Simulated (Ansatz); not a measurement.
The calculation's input:

```
crystal:
  periodic: [false, false, false]
  atoms:
    - { symbol: "N", position_ang: [0.5694, -1.4676, -1.2515] }
    - { symbol: Ge, position_ang: [1.0217, -0.5708, 0.3206] }
    - { symbol: P, position_ang: [1.8257, 1.5119, -0.176] }
    - { symbol: "N", position_ang: [-0.4566, -0.4559, 1.4584] }
    - { symbol: Ge, position_ang: [-1.8254, 0.4314, 0.5505] }
    - { symbol: H, position_ang: [0.0079, -0.8051, -1.8313] }
    - { symbol: H, position_ang: [-0.0671, -2.2499, -0.9804] }
    - { symbol: H, position_ang: [2.1366, -1.367, 1.0447] }
    - { symbol: H, position_ang: [2.8026, 1.0101, -1.1267] }
    - { symbol: H, position_ang: [0.8188, 1.7688, -1.1909] }
    - { symbol: H, position_ang: [-0.1763, 0.1574, 2.2558] }
    - { symbol: H, position_ang: [-2.2375, -0.3746, -0.7074] }
    - { symbol: H, position_ang: [-3.0554, 0.5561, 1.4851] }
    - { symbol: H, position_ang: [-1.3644, 1.8551, 0.1489] }
basis:
  gaussian:
    orbitals: def2-SVPD
hamiltonian:
  xc: pbe0
output:
  orbitals: {}
```

Launched as:

```sh
python ge2h9n2p_energy.py --basis def2-SVPD
```

Level of theory: SCF PBE0, Gaussian basis in Ansatz.

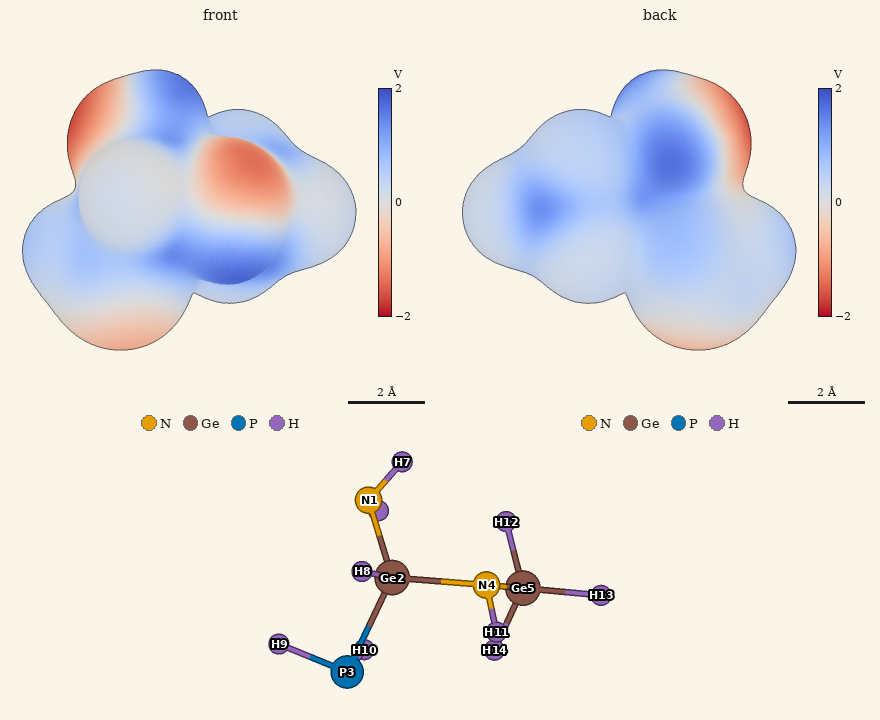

Ge2H9N2P. The molecular electrostatic potential painted on the density surface at 0.002 e/bohr³, seen from the front and from behind; the colour scale runs from red (negative) to blue (positive). The bare structure is drawn below in the same view.

**Which sites attract a positive test charge, and which a negative one?**

A positive charge is drawn to the negative regions and a negative charge to the positive ones. The most negative region (about −1.6 V, or −37 kcal/mol for a unit charge) lies over N1, the most positive (about +1.7 V, or +39 kcal/mol for a unit charge) over H6 and H11. N1 is the likeliest acceptor of a hydrogen bond.
